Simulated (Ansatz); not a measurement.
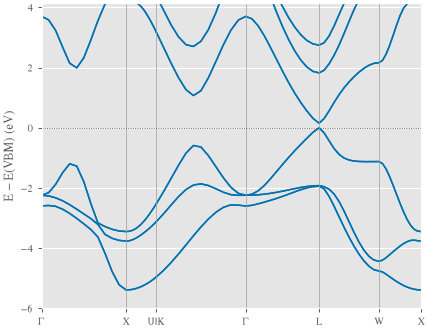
Band structure from plane-wave PAW r²SCAN+D4 with spin–orbit coupling (Ansatz code)

Q: Read off the gap and where the band edges lie.

A: About 0.2 eV (0.15 eV by a search for the band edges); maximum at L, minimum at L.

The material is PbS (rock salt, space group No. 225).

Space group Fm-3m (rock salt). The r²SCAN+D4 relaxation kept the symmetry of its start.

Potentials: the later of the program's two PAW sets.
